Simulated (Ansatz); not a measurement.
## Run report: AlSiNH5Cl, geometry relaxation (part 2 of 2)

AlSiNH5Cl; RKS r2SCANh-D4/def2-SVP (Ansatz 0.2.0). It belongs to a series of runs on one base structure; here: end point A relaxed.

Geometry of the input (Å):
```
Al -0.4162  1.6156  -0.0543
N  0.8225  0.3218  0.3844
Si 0.1776  -1.2385  -0.2421
Cl 1.6367  -2.7483  0.2648
H  -0.7970  1.9522  -1.6163
H  -1.2230  2.4750  1.0887
H  0.8706  0.2608  1.4313
H  -1.0561  -1.5216  0.3756
H  0.0735  -1.1632  -1.6493
```

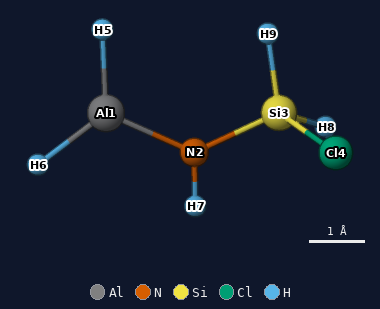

Fig. 1: The geometry at step 11 of the log (ball-and-stick view, seen at a tilt; atoms are numbered from 1 in the order of the input).

Trajectory as extended XYZ, continued:
```
9
Properties=species:S:1:pos:R:3:forces:R:3 step=4 energy=-28558.25390
Al   -0.4368    1.7721   -0.0608    0.1246  -0.1842   0.2224
N     0.4582    0.2777    0.4447   -0.2185   0.1443   0.0866
Si    0.2091   -1.2959   -0.2156   -0.2936  -0.1721  -0.1672
Cl    1.7514   -2.6086    0.2409    0.0155   0.1143   0.0037
H    -0.7909    1.9101   -1.5884   -0.0263   0.0306  -0.0623
H    -0.8865    2.7648    1.0965    0.1348   0.0154  -0.1221
H     0.7215    0.2460    1.4309   -0.0233   0.0361  -0.0115
H    -1.0359   -1.9418    0.3346    0.2808   0.0316  -0.1183
H     0.0986   -1.1706   -1.7000    0.0059  -0.0161   0.1687
9
Properties=species:S:1:pos:R:3:forces:R:3 step=5 energy=-28558.32061
Al   -0.4280    1.7781   -0.0552    0.0617   0.0045   0.0736
N     0.3444    0.2468    0.4925   -0.0825   0.0101   0.0637
Si    0.1984   -1.3188   -0.2226   -0.2508  -0.0822   0.0110
Cl    1.8296   -2.5323    0.2028   -0.0034   0.1015  -0.0195
H    -0.8035    1.8918   -1.5818   -0.0256   0.0140  -0.0474
H    -0.7260    2.8751    1.0510    0.0794  -0.0118  -0.0662
H     0.5963    0.2245    1.4819   -0.0193  -0.0426  -0.0417
H    -0.9951   -2.0537    0.3132    0.2090   0.0044  -0.0922
H     0.0725   -1.1577   -1.6989    0.0315   0.0021   0.1189
9
Properties=species:S:1:pos:R:3:forces:R:3 step=6 energy=-28558.36596
Al   -0.4055    1.8000   -0.0635    0.0619  -0.1281   0.0715
N     0.2270    0.2176    0.5292   -0.1193   0.0495   0.0534
Si    0.1747   -1.3422   -0.2099   -0.0718  -0.0207  -0.1084
Cl    1.9048   -2.4361    0.1613   -0.0374   0.0871   0.0115
H    -0.8214    1.8956   -1.5833    0.0102   0.0149  -0.0182
H    -0.5513    2.9612    1.0056    0.0483  -0.0282  -0.0510
H     0.4546    0.1892    1.5233    0.0004  -0.0033   0.0067
H    -0.9452   -2.1935    0.2983    0.1355   0.0592  -0.0285
H     0.0509   -1.1380   -1.6782   -0.0279  -0.0303   0.0629
9
Properties=species:S:1:pos:R:3:forces:R:3 step=7 energy=-28558.38668
Al   -0.3799    1.7874   -0.0636   -0.0655   0.5118  -0.1010
N     0.0758    0.1879    0.5635    0.1065  -0.3887   0.2022
Si    0.1468   -1.3484   -0.2191   -0.0026  -0.2073   0.1645
Cl    1.9866   -2.2767    0.1375   -0.1681   0.1383  -0.1064
H    -0.7753    1.8911   -1.5916    0.0062   0.0092   0.0198
H    -0.3626    3.0028    0.9671   -0.0148  -0.1244  -0.1082
H     0.3012    0.1517    1.5579   -0.0197  -0.0281  -0.0093
H    -0.8628   -2.3221    0.3048    0.1159   0.1328  -0.0749
H    -0.0413   -1.1201   -1.6738    0.0422  -0.0437   0.0133
9
Properties=species:S:1:pos:R:3:forces:R:3 step=8 energy=-28558.37970 accepted=F
Al   -0.3367    1.8098   -0.0774    0.0569  -0.3664   0.3662
N    -0.0371    0.1426    0.6105   -0.0505   0.4643  -0.3229
Si    0.1176   -1.3758   -0.2025    0.1859  -0.0342   0.1914
Cl    2.0662   -2.1309    0.0497   -0.3982   0.0777  -0.0528
H    -0.7123    1.9227   -1.6102    0.0487  -0.0321   0.0327
H    -0.2560    3.0536    0.9278   -0.0038  -0.2380  -0.1470
H     0.1689    0.1004    1.6089   -0.0465   0.0000  -0.0221
H    -0.8209   -2.4189    0.3290    0.2312   0.1385  -0.0673
H    -0.1010   -1.1496   -1.6530   -0.0236  -0.0099   0.0218
9
Properties=species:S:1:pos:R:3:forces:R:3 step=9 energy=-28558.40074
Al   -0.3564    1.7911   -0.0726   -0.0300   0.2489  -0.0384
N     0.0452    0.1773    0.5827    0.0562  -0.1939   0.1019
Si    0.1402   -1.3542   -0.2052   -0.0130  -0.0837   0.0464
Cl    2.0154   -2.2321    0.0601   -0.1268   0.0885  -0.0522
H    -0.6949    1.8982   -1.6137    0.0161   0.0043   0.0190
H    -0.3670    3.0008    0.9566   -0.0039  -0.0666  -0.0680
H     0.2330    0.1388    1.5842   -0.0128  -0.0124   0.0060
H    -0.8319   -2.3444    0.3437    0.0841   0.0586  -0.0337
H    -0.0949   -1.1217   -1.6530    0.0301  -0.0437   0.0192
9
Properties=species:S:1:pos:R:3:forces:R:3 step=10 energy=-28558.40877
Al   -0.3351    1.7985   -0.0760    0.0235  -0.0548   0.0139
N     0.0067    0.1661    0.6021   -0.0385   0.0633  -0.0373
Si    0.1221   -1.3567   -0.1989    0.0768  -0.0571   0.0567
Cl    2.0303   -2.1730   -0.0132   -0.0207   0.0375  -0.0230
H    -0.6072    1.9112   -1.6301    0.0154  -0.0106   0.0282
H    -0.3624    3.0076    0.9433   -0.0013  -0.0050  -0.0047
H     0.1636    0.1217    1.6092   -0.0146  -0.0128  -0.0300
H    -0.7816   -2.3829    0.3885   -0.0099   0.0461  -0.0337
H    -0.1477   -1.1386   -1.6421   -0.0308  -0.0067   0.0299
9
Properties=species:S:1:pos:R:3:forces:R:3 step=11 energy=-28558.41078
Al   -0.2953    1.7945   -0.0814   -0.0251  -0.1687   0.0165
N    -0.0498    0.1518    0.6256    0.0115   0.0994  -0.0014
Si    0.1126   -1.3635   -0.1823    0.0675   0.0184  -0.0646
Cl    2.0781   -2.0760   -0.1117   -0.1937   0.0385   0.0162
H    -0.4932    1.9019   -1.6491    0.0329  -0.0130   0.0586
H    -0.3467    3.0083    0.9270    0.0114   0.0265   0.0183
H     0.0627    0.1038    1.6396   -0.0142   0.0071  -0.0918
H    -0.7439   -2.4187    0.4256    0.0923   0.0150   0.0126
H    -0.2358   -1.1484   -1.6104    0.0175  -0.0233   0.0357
9
Properties=species:S:1:pos:R:3:forces:R:3 step=12 energy=-28558.41366
Al   -0.3098    1.7946   -0.0779    0.0618  -0.0840   0.0124
N    -0.0565    0.1536    0.6214   -0.0107   0.0595  -0.0170
Si    0.1090   -1.3602   -0.1882    0.0686  -0.0241   0.0089
Cl    2.0696   -2.0740   -0.1078   -0.1046   0.0432  -0.0088
H    -0.4783    1.9032   -1.6467   -0.0080  -0.0056   0.0316
H    -0.3392    3.0110    0.9310   -0.0205   0.0040   0.0050
H     0.0616    0.1039    1.6339   -0.0141  -0.0052  -0.0538
H    -0.7247   -2.4238    0.4327    0.0204   0.0219  -0.0020
H    -0.2429   -1.1544   -1.6156    0.0071  -0.0096   0.0237
9
Properties=species:S:1:pos:R:3:forces:R:3 step=13 energy=-28558.41393
Al   -0.2932    1.8027   -0.0755   -0.0035  -0.0138  -0.0001
N    -0.0668    0.1589    0.6124    0.0352  -0.1274   0.0814
Si    0.1046   -1.3604   -0.1861   -0.0071   0.0363  -0.0978
Cl    2.0675   -2.0492   -0.1305    0.0158  -0.0021   0.0079
H    -0.4390    1.9087   -1.6449    0.0023   0.0111   0.0032
H    -0.3551    3.0161    0.9362    0.0019   0.0000  -0.0006
H     0.0444    0.0798    1.6238   -0.0298   0.0973  -0.0278
H    -0.7080   -2.4229    0.4585   -0.0078   0.0008   0.0254
H    -0.2659   -1.1798   -1.6113   -0.0069  -0.0022   0.0085
9
Properties=species:S:1:pos:R:3:forces:R:3 step=14 energy=-28558.41529
Al   -0.2912    1.7976   -0.0769    0.0026  -0.0269   0.0070
N    -0.0682    0.1540    0.6171   -0.0014  -0.0240   0.0136
Si    0.1045   -1.3607   -0.1893    0.0270   0.0059   0.0062
Cl    2.0714   -2.0452   -0.1327   -0.0210   0.0085  -0.0134
H    -0.4400    1.9069   -1.6463    0.0058   0.0025   0.0091
H    -0.3454    3.0119    0.9340   -0.0022   0.0020   0.0018
H     0.0307    0.0889    1.6303   -0.0081   0.0326  -0.0316
H    -0.7026   -2.4265    0.4589   -0.0058   0.0058  -0.0030
H    -0.2706   -1.1731   -1.6123    0.0033  -0.0063   0.0102
9
Properties=species:S:1:pos:R:3:forces:R:3 step=15 energy=-28558.41558
Al   -0.2901    1.7953   -0.0769    0.0128  -0.0061   0.0015
N    -0.0746    0.1525    0.6201   -0.0001  -0.0105  -0.0065
Si    0.1040   -1.3610   -0.1868    0.0211  -0.0076   0.0016
Cl    2.0736   -2.0382   -0.1489   -0.0155   0.0091   0.0052
H    -0.4275    1.9069   -1.6470    0.0015  -0.0006   0.0062
H    -0.3424    3.0106    0.9332   -0.0074  -0.0005   0.0019
H     0.0168    0.0942    1.6340   -0.0020   0.0056  -0.0161
H    -0.6976   -2.4296    0.4642    0.0024   0.0065  -0.0021
H    -0.2736   -1.1769   -1.6092   -0.0129   0.0040   0.0083
9
Properties=species:S:1:pos:R:3:forces:R:3 step=16 energy=-28558.41587
Al   -0.2827    1.7950   -0.0773   -0.0027   0.0057  -0.0035
N    -0.0808    0.1505    0.6180    0.0035   0.0207   0.0164
Si    0.1013   -1.3622   -0.1861    0.0069  -0.0241  -0.0098
Cl    2.0754   -2.0237   -0.1633    0.0009  -0.0013  -0.0008
H    -0.3993    1.9108   -1.6483    0.0019   0.0008   0.0000
H    -0.3517    3.0072    0.9357   -0.0006   0.0004   0.0016
H     0.0067    0.0932    1.6320   -0.0046   0.0007  -0.0040
H    -0.6873   -2.4324    0.4767   -0.0008  -0.0026  -0.0005
H    -0.2932   -1.1845   -1.6046   -0.0045  -0.0002   0.0007
9
Properties=species:S:1:pos:R:3:forces:R:3 step=17 energy=-28558.41594
Al   -0.2797    1.7955   -0.0776   -0.0013   0.0071  -0.0032
N    -0.0824    0.1504    0.6176   -0.0014   0.0187   0.0154
Si    0.1014   -1.3628   -0.1853   -0.0049  -0.0232  -0.0115
Cl    2.0773   -2.0189   -0.1732    0.0018   0.0001  -0.0014
H    -0.3851    1.9135   -1.6492    0.0014   0.0003  -0.0005
H    -0.3554    3.0063    0.9367   -0.0008  -0.0005   0.0003
H    -0.0033    0.0932    1.6322    0.0012  -0.0017   0.0000
H    -0.6809   -2.4343    0.4830    0.0009  -0.0010   0.0029
H    -0.3033   -1.1891   -1.6013    0.0031   0.0003  -0.0020
9
Properties=species:S:1:pos:R:3:forces:R:3 step=18 energy=-28558.41596
Al   -0.2778    1.7961   -0.0778    0.0002   0.0052  -0.0014
N    -0.0839    0.1504    0.6172   -0.0060   0.0106   0.0090
Si    0.0998   -1.3637   -0.1849    0.0031  -0.0109  -0.0076
Cl    2.0774   -2.0144   -0.1806    0.0051  -0.0027  -0.0004
H    -0.3736    1.9158   -1.6499   -0.0001  -0.0002   0.0000
H    -0.3596    3.0055    0.9377   -0.0002  -0.0007  -0.0011
H    -0.0080    0.0928    1.6319    0.0013  -0.0017   0.0014
H    -0.6766   -2.4360    0.4893   -0.0017   0.0016  -0.0012
H    -0.3091   -1.1927   -1.6002   -0.0017  -0.0013   0.0013
```

Key numbers:

| quantity | value |
| --- | --- |
| outcome | converged |
| total energy | −28558.4160 eV |
| mean-field energy | −28558.3606 eV |
| largest force (length of the vector) at the end | 0.015 eV/Å |
| wall time | 34 s (CPU time 66 s) |
| peak memory | 0.23 GiB |
